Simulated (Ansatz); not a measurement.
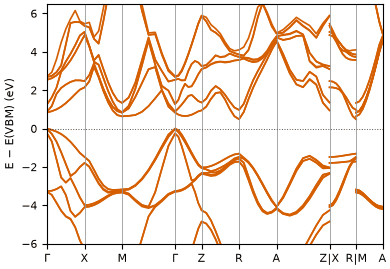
*Band structure from the program Ansatz at the r²SCAN with spin–orbit coupling level (PAW)*

Task: Read off the gap and where the band edges lie.

Result: About 0.5 eV (0.49 eV by a search for the band edges); maximum at Γ, minimum at R.

The material is SiGe3 in space group P-4m2 (No. 115; Si on 1a, Ge on 2g, Ge on 1c).

The start of the workflow was typed in or built on a structure type; neither database checked (COD, Materials Project) lists it. Whether it is the stable phase at ambient conditions was not checked. The cell was relaxed with r²SCAN under the symmetry of its start; its stability against distortions is not shown here.

Potentials: the later of the program's two PAW sets.
